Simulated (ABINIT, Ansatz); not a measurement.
# ZrSe3 (P2_1/m): one start, several treatments of the self-energy

Aim: compare treatments of exchange, screening and correlation for the gap of ZrSe3 (P2_1/m).

Calculated with ABINIT 10.8.3; LDA and many-body steps on it, plane waves.

### 1. Set-up

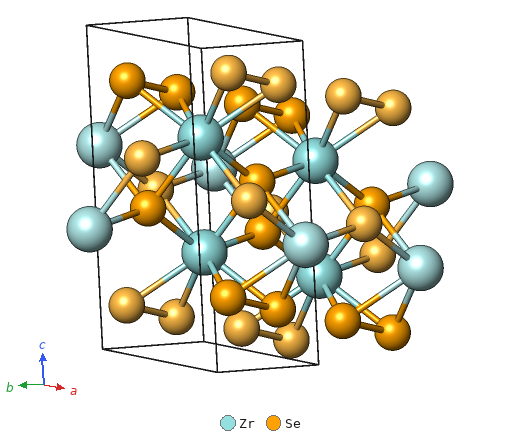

Start, viewed from a free direction; zirconium light teal, selenium orange. 2×1×1 cells are drawn. Some periodic images of atoms are drawn too.

The cell and positions come from the Crystallography Open Database and are kept as given unless a step says otherwise.

### 2. Empty states on the mesh, 2×4×1 mesh, 430 bands

This step: ABINIT 10.8.3; DFT, LDA, plane waves, norm-conserving pseudopotentials.

The sums over transitions need many empty states on a uniform mesh; this step solves for them.

run.abi

```
acell 3*1.0 Angstrom
rprim 
  5.410900000000 -0.000000000000 -0.000000000000
  -0.000000000000 3.748800000000 0.000000000000
  -1.229420909100 0.000000000000 9.363634990100
ntypat 2
znucl 40 34
natom 8
typat 1 1 2 2 2 2 2 2
xred 
  0.285000000000 0.250000000000 0.656000000000
  0.715000000000 0.750000000000 0.344000000000
  0.762000000000 0.250000000000 0.554000000000
  0.238000000000 0.750000000000 0.446000000000
  0.456000000000 0.250000000000 0.174000000000
  0.544000000000 0.750000000000 0.826000000000
  0.888000000000 0.250000000000 0.169000000000
  0.112000000000 0.750000000000 0.831000000000
pp_dirpath "pseudos"
pseudos "Zr.upf, Se.upf"
ecut 48
ngkpt 2 4 1
nshiftk 1
shiftk 0 0 0
kptopt 1
chksymbreak 0
iscf -2
irdden 1
istwfk *1
nband 430
nbdbuf 38
tolwfr 1e-09
nstep 60
prtvol 0
indata_prefix "in"
outdata_prefix "out"
tmpdata_prefix "tmp"
```

Started as:

```console
OMP_NUM_THREADS=2 mpirun -n 6 abinit run.abi > log
```

Numbers of over 12 decimals in the logs are rounded to 6 here.

The log of the run:

```text
.Version 10.8.3 of ABINIT. v10.8.2 released Aug 2026.

 Symmetries : space group P2_1/m (# 11); Bravais mP (primitive monocl.)
[... echo of the input left out ...]
== DATASET  1 ==================================================================
-   mpi_nproc: 6, omp_nthreads: 2 (-1 if OMP is not activated)

--- !DatasetInfo
iteration_state: {dtset: 1, }
dimensions: {natom: 8, nkpt: 6, mband: 430, nsppol: 1, nspinor: 1, nspden: 1, mpw: 20400, }
cutoff_energies: {ecut:  48.0, pawecutdg:  -1.0, }
[...]
2.99491    2.99770    2.99933    3.00871    3.00896    3.01270    3.01762    3.03212
   3.03286    3.03852    3.05066    3.05267    3.05480    3.05864    3.06404    3.07966
   3.08505    3.08897    3.09293    3.10133    3.10798    3.11354
 prteigrs : prtvol=0 or 1, do not print more k-points.

== END DATASET(S) ==============================================================
================================================================================

 -outvars: echo values of variables after computation  --------
            nband         430
             nkpt           6
          spgroup          11
 [... the other variables as echoed above ...]

 Calculation completed.
```

The job ended after 6 min (6 MPI ranks of Arm Neoverse V2, shared host; peak memory 1.7 GiB).

Numbers from this step:

* gap: 0.2917 eV
* k of the valence top: 0, 0, 0
* k of the conduction bottom: 0.5, 0, 0
* least direct gap: 0.5951 eV
* k points computed: 6
* lowest point of the top converged band, above the valence top: 70.3493 eV

On this mesh the gap is 0.292 eV.

The density comes from a self-consistent run that is not shown.

### 3. Screening, 2×4×1 mesh, 209 bands, screening to 114.3 eV

The RPA dielectric matrix is built and inverted for each q.

This step: RPA screening on LDA, plane waves, norm-conserving pseudopotentials.

Edit run.abi of step 2 so:

```diff
@@ -26,10 +26,11 @@
 chksymbreak 0
-iscf -2
-irdden 1
 istwfk *1
-nband 430
-nbdbuf 38
-tolwfr 1e-09
-nstep 60
-prtvol 0
+occopt 1
+irdwfk 1
+optdriver 3
+nband 209
+ecuteps 4.2
+inclvkb 2
+awtr 1
+symchi 1
 indata_prefix "in"
```

Started as:

```console
OMP_NUM_THREADS=1 mpirun -n 16 abinit run.abi > log
```

The log of the run:

```text
.Version 10.8.3 of ABINIT. v10.8.2 released Aug 2026.

 Symmetries : space group P2_1/m (# 11); Bravais mP (primitive monocl.)
[... echo of the input left out ...]
== DATASET  1 ==================================================================
-   mpi_nproc: 16, omp_nthreads: 1 (-1 if OMP is not activated)

--- !DatasetInfo
iteration_state: {dtset: 1, }
dimensions: {natom: 8, nkpt: 6, mband: 209, nsppol: 1, nspinor: 1, nspden: 1, mpw: 20400, }
cutoff_energies: {ecut:  48.0, pawecutdg:  -1.0, }
electrons: {nelect:   1.68000000E+02, charge:   0.00000000E+00, occopt:   1.00000000E+00, tsmear:   1.00000000E-02, }

 SCREENING: Calculation of the susceptibility and dielectric matrices

 Based on a program developped by R.W. Godby, V. Olevano, G. Onida, and L. Reining.
 Incorporated in ABINIT by V. Olevano, G.-M. Rignanese, and M. Torrent.
.Using double precision arithmetic ; gwpc =  8

[... cell and pseudopotentials left out ...]
--------------------------------------------------------------------------------

 ==== K-mesh for the wavefunctions ====
 Number of points in the irreducible wedge :     6
[... list of points left out ...]
 Together with  4 symmetry operations and time-reversal symmetry
 yields     8 points in the full Brillouin Zone.

 ==== Q-mesh for the screening function ====
 Number of points in the irreducible wedge :     6
[... list of points left out ...]
 Together with  4 symmetry operations and time-reversal symmetry
 yields     8 points in the full Brillouin Zone.

 setmesh: FFT mesh size selected  =    45x   30x   72
          total number of points  =        97200

 vcoul_init : cutoff-mode = AUXILIARY_FUNCTION
 q-points for optical limit:   1
     1)      0.000010    0.000020    0.000030

- screening: taking advantage of time-reversal symmetry
- Maximum band index for partially occupied states nbvw = 84
- Remaining bands to be divided among processors   nbcw = 125
- Number of bands treated by each node ~7

 Number of electrons calculated from density =  168.0000; Expected =  168.0000
 average of density, n =  0.131071
 r_s =    1.2212
 omega_plasma =   34.9228 [eV]

 calculating chi0 at frequencies [eV] :
  1    0.000000E+00    0.000000E+00
  2    0.000000E+00    3.492278E+01

--------------------------------------------------------------------------------
  q-point number  1        q = ( 0.000000, 0.000000, 0.000000) [r.l.u.]
--------------------------------------------------------------------------------
[... chi0 elements left out ...]
 For q-point:  0.000010 0.000020 0.000030
  dielectric constant =  17.0457
  dielectric constant without local fields =  19.7442

  Average fulfillment of the sum rule on Im[epsilon] for q-point    1 :     30.17  [%]
[... wings left out ...]
  q-point number  2        q = ( 0.500000, 0.000000, 0.000000) [r.l.u.]
--------------------------------------------------------------------------------
[... chi0 elements left out ...]
  Average fulfillment of the sum rule on Im[epsilon] for q-point    2 :     31.79  [%]

 [... 4 further q-points ...]
```

It took 2.3 min on 16 MPI ranks; peak memory 20 GiB; 37 min of CPU time.

Numbers from this step:

```yaml
eps_infinity_with_local_fields_on_this_mesh_along_the_program_s_q_direction: 17.05
the_same_without_local_fields: 19.74
plasma_frequency: 34.92 eV
plane_waves_in_the_screening_matrix: 521
```

Local fields lower ε∞ by 14 %. On a Γ-centred mesh this coarse the value itself is usually too large, while a short band sum pulls it down.

### 4. G0W0, Godby-Needs plasmon pole

The self-energy is evaluated for the states that the input lists, and the levels follow from it, in one-shot runs by the linearised quasiparticle equation.

This step: G0W0 on LDA, plane waves, norm-conserving pseudopotentials.

Edit run.abi of step 3 so:

```diff
@@ -29,8 +29,17 @@
 irdwfk 1
-optdriver 3
+optdriver 4
 nband 209
+gwcalctyp 0
+ecutsigx 48
+symsigma 1
+nkptgw 2
+kptgw 
+  0.0000000000 0.0000000000 0.0000000000
+  0.5000000000 0.0000000000 0.0000000000
+bdgw 
+  83 86
+  83 86
 ecuteps 4.2
-inclvkb 2
-awtr 1
-symchi 1
+irdscr 1
+ppmodel 1
 indata_prefix "in"
```

The log of the run:

```text
.Version 10.8.3 of ABINIT. v10.8.2 released Aug 2026.

 Symmetries : space group P2_1/m (# 11); Bravais mP (primitive monocl.)
[... echo of the input left out ...]
== DATASET  1 ==================================================================
-   mpi_nproc: 16, omp_nthreads: 1 (-1 if OMP is not activated)

--- !DatasetInfo
iteration_state: {dtset: 1, }
dimensions: {natom: 8, nkpt: 6, mband: 209, nsppol: 1, nspinor: 1, nspden: 1, mpw: 20400, }
cutoff_energies: {ecut:  48.0, pawecutdg:  -1.0, }
electrons: {nelect:   1.68000000E+02, charge:   0.00000000E+00, occopt:   1.00000000E+00, tsmear:   1.00000000E-02, }

 SIGMA: Calculation of the GW corrections

 Based on a program developped by R.W. Godby, V. Olevano, G. Onida, and L. Reining.
 Incorporated in ABINIT by V. Olevano, G.-M. Rignanese, and M. Torrent.
.Using double precision arithmetic ; gwpc =  8

[... cell and pseudopotentials left out ...]
--------------------------------------------------------------------------------

 ==== K-mesh for the wavefunctions ====
 Number of points in the irreducible wedge :     6
[... list of points left out ...]
 Together with  4 symmetry operations and time-reversal symmetry
 yields     8 points in the full Brillouin Zone.

 ==== Q-mesh for screening function ====
 Number of points in the irreducible wedge :     6
[... list of points left out ...]
 Together with  4 symmetry operations and time-reversal symmetry
 yields     8 points in the full Brillouin Zone.

 vcoul_init : cutoff-mode = AUXILIARY_FUNCTION
 q-points for optical limit:   1
     1)      0.000010    0.000020    0.000030
 setmesh: FFT mesh size selected  =    72x   48x  120
          total number of points  =       414720

 Number of electrons calculated from density =  168.0000; Expected =  168.0000
 average of density, n =  0.131071
 r_s =    1.2212
 omega_plasma =   34.9228 [eV]

 === KS Band Gaps ===
  >>>> For spin  1
   Minimum direct gap =   0.5953 [eV], located at k-point      :   0.5000  0.0000  0.0000
   Fundamental gap    =   0.2918 [eV], Top of valence bands at :   0.0000  0.0000  0.0000
                                       Bottom of conduction at :   0.5000  0.0000  0.0000
 SIGMA fundamental parameters:
 PLASMON POLE MODEL  1
 number of plane-waves for SigmaX                20343
 number of plane-waves for SigmaC and W            521
 number of plane-waves for wavefunctions         20343
 number of bands                                   209
 number of independent spin polarizations            1
 number of spinorial components                      1
 number of k-points in IBZ                           6
 number of q-points in IBZ                           6
 number of symmetry operations                       4
 number of k-points in BZ                            8
 number of q-points in BZ                            8
 number of frequencies for dSigma/dE                 9
 frequency step for dSigma/dE [eV]                0.25
 number of omega for Sigma on real axis              0
 max omega for Sigma on real axis  [eV]           0.00
 zcut for avoiding poles [eV]                     0.10

 EPSILON^-1 parameters (SCR file):
 dimension of the eps^-1 matrix on file            521
 dimension of the eps^-1 matrix used               521
 number of plane-waves for wavefunctions         20343
 number of bands                                   209
 number of q-points in IBZ                           6
 number of frequencies                               2
 number of real frequencies                          1
 number of imag frequencies                          1

 matrix elements of self-energy operator (all in [eV])

 Perturbative Calculation

--- !SelfEnergy_ee
iteration_state: {dtset: 1, }
kpoint     : [   0.000,    0.000,    0.000, ]
spin       : 1
KS_gap     :    0.626
QP_gap     :    1.028
Delta_QP_KS:    0.401
data: !SigmaeeData |
     Band     E0 <VxcDFT>   SigX SigC(E0)      Z dSigC/dE  Sig(E)    E-E0       E
       83   6.127 -15.080 -16.276   1.862   0.794  -0.259 -14.551   0.530   6.656
       84   6.253 -15.341 -16.921   2.243   0.795  -0.258 -14.814   0.526   6.779
       85   6.879 -13.260  -8.379  -3.716   0.797  -0.254 -12.332   0.928   7.807
       86   7.247 -13.681  -8.102  -4.263   0.793  -0.261 -12.637   1.044   8.290

--- !SelfEnergy_ee
iteration_state: {dtset: 1, }
kpoint     : [   0.500,    0.000,    0.000, ]
spin       : 1
KS_gap     :    0.595
QP_gap     :    1.172
Delta_QP_KS:    0.577
data: !SigmaeeData |
     Band     E0 <VxcDFT>   SigX SigC(E0)      Z dSigC/dE  Sig(E)    E-E0       E
       83   5.878 -15.025 -16.693   2.218   0.794  -0.260 -14.588   0.436   6.314
       84   5.949 -15.079 -16.666   2.148   0.794  -0.260 -14.633   0.446   6.395
       85   6.545 -14.133 -10.081  -2.762   0.793  -0.262 -13.111   1.022   7.567
       86   6.885 -14.406 -10.124  -2.896   0.792  -0.262 -13.308   1.098   7.983

== END DATASET(S) ==============================================================
================================================================================

 -outvars: echo values of variables after computation  --------
           etotal      0.0000000000E+00
            nband         209
             nkpt           6
          spgroup          11
 [... the other variables as echoed above ...]

 Calculation completed.
```

Wall time 16 s (16 MPI ranks); peak memory 7 GiB; 4.1 min of CPU time.

This step gave:

```
G0W0 gap on the points computed              : 0.7880 eV
starting gap on the mesh                     : 0.2917 eV
k of the valence top                         : 0, 0, 0
k of the conduction bottom                   : 0.5, 0, 0
Z at the valence top                         : 0.795
Z at the conduction bottom                   : 0.793
least direct G0W0 gap on the computed points : 1.028 eV
```

The gap on the mesh goes from 0.29 eV to 0.79 eV, a correction of +0.50 eV.

### 5. G0W0, Engel-Farid plasmon pole

Edit run.abi of step 4 so:

```diff
@@ -43,3 +43,3 @@
 irdscr 1
-ppmodel 1
+ppmodel 4
 indata_prefix "in"
```

The log of the run:

```text
.Version 10.8.3 of ABINIT. v10.8.2 released Aug 2026.

 Symmetries : space group P2_1/m (# 11); Bravais mP (primitive monocl.)
[... echo of the input left out ...]
== DATASET  1 ==================================================================
-   mpi_nproc: 16, omp_nthreads: 1 (-1 if OMP is not activated)

--- !DatasetInfo
iteration_state: {dtset: 1, }
dimensions: {natom: 8, nkpt: 6, mband: 209, nsppol: 1, nspinor: 1, nspden: 1, mpw: 20400, }
cutoff_energies: {ecut:  48.0, pawecutdg:  -1.0, }
electrons: {nelect:   1.68000000E+02, charge:   0.00000000E+00, occopt:   1.00000000E+00, tsmear:   1.00000000E-02, }

 SIGMA: Calculation of the GW corrections

 Based on a program developped by R.W. Godby, V. Olevano, G. Onida, and L. Reining.
 Incorporated in ABINIT by V. Olevano, G.-M. Rignanese, and M. Torrent.
.Using double precision arithmetic ; gwpc =  8

[... cell and pseudopotentials left out ...]
--------------------------------------------------------------------------------

 ==== K-mesh for the wavefunctions ====
 Number of points in the irreducible wedge :     6
[... list of points left out ...]
 Together with  4 symmetry operations and time-reversal symmetry
 yields     8 points in the full Brillouin Zone.

 ==== Q-mesh for screening function ====
 Number of points in the irreducible wedge :     6
[... list of points left out ...]
 Together with  4 symmetry operations and time-reversal symmetry
 yields     8 points in the full Brillouin Zone.

 vcoul_init : cutoff-mode = AUXILIARY_FUNCTION
 q-points for optical limit:   1
     1)      0.000010    0.000020    0.000030
 setmesh: FFT mesh size selected  =    72x   48x  120
          total number of points  =       414720

 Number of electrons calculated from density =  168.0000; Expected =  168.0000
[...]
number of omega for Sigma on real axis              0
 max omega for Sigma on real axis  [eV]           0.00
 zcut for avoiding poles [eV]                     0.10

 EPSILON^-1 parameters (SCR file):
 dimension of the eps^-1 matrix on file            521
 dimension of the eps^-1 matrix used               521
 number of plane-waves for wavefunctions         20343
 number of bands                                   209
 number of q-points in IBZ                           6
 number of frequencies                               2
 number of real frequencies                          1
 number of imag frequencies                          1

 matrix elements of self-energy operator (all in [eV])

 Perturbative Calculation

--- !SelfEnergy_ee
iteration_state: {dtset: 1, }
kpoint     : [   0.000,    0.000,    0.000, ]
spin       : 1
KS_gap     :    0.626
QP_gap     :    1.089
Delta_QP_KS:    0.463
data: !SigmaeeData |
     Band     E0 <VxcDFT>   SigX SigC(E0)      Z dSigC/dE  Sig(E)    E-E0       E
       83   6.127 -15.080 -16.276   1.748   0.803  -0.245 -14.637   0.444   6.570
       84   6.253 -15.341 -16.921   2.109   0.805  -0.242 -14.915   0.426   6.678
       85   6.879 -13.260  -8.379  -3.777   0.805  -0.243 -12.371   0.888   7.767
[...]
--- !SelfEnergy_ee
iteration_state: {dtset: 1, }
kpoint     : [   0.500,    0.000,    0.000, ]
spin       : 1
KS_gap     :    0.595
QP_gap     :    1.189
Delta_QP_KS:    0.594
data: !SigmaeeData |
     Band     E0 <VxcDFT>   SigX SigC(E0)      Z dSigC/dE  Sig(E)    E-E0       E
[...]
85   6.545 -14.133 -10.081  -2.873   0.800  -0.250 -13.190   0.943   7.488
       86   6.885 -14.406 -10.124  -3.000   0.799  -0.251 -13.381   1.024   7.910

== END DATASET(S) ==============================================================
================================================================================

 -outvars: echo values of variables after computation  --------
           etotal      0.0000000000E+00
            nband         209
             nkpt           6
          spgroup          11
 [... the other variables as echoed above ...]

 Calculation completed.
```

The job ended after 17 s (16 MPI ranks; peak memory 6.8 GiB).

This step gave:

| Item | Value |
| --- | --- |
| G0W0 gap on the points computed | 0.8100 eV |
| starting gap on the mesh | 0.2917 eV |
| k of the valence top | 0, 0, 0 |
| k of the conduction bottom | 0.5, 0, 0 |
| Z at the valence top | 0.805 |
| Z at the conduction bottom | 0.8 |
| least direct G0W0 gap on the computed points | 1.089 eV |

Against G0W0 in ABINIT (2×4×1 mesh, 209 bands, screening to 114.3 eV, Godby-Needs plasmon pole), the gap moves by +0.022 eV.

(Part 1 of 2 ends here.)

[Paths, hosts, dates, memory and timing lines, banners, echoed tables and standing remarks are left out of the program output.]

[Logs are printed without paths, hosts, clocks, repeated set-up lines and the standing remarks that a program may print on its own settings, such as how far it seeks lower states.]

[Runs of the session that timed out or met a known fault of the program may be left out.]

[Hosts, paths, dates, database ids (printed as entryN), source tags and the programs' standing remarks are cut or masked in the printed files.]

[G0W0 gaps are taken among the corrected bands and points alone; a level outside them can change the order at an edge.]

[Where Ansatz stands beside ABINIT at settings called matched, ABINIT's density can come from a denser mesh and the files from another edition; pairs whose starting gaps differed by over 0.03 eV were left out, so agreement reads better than it is.]
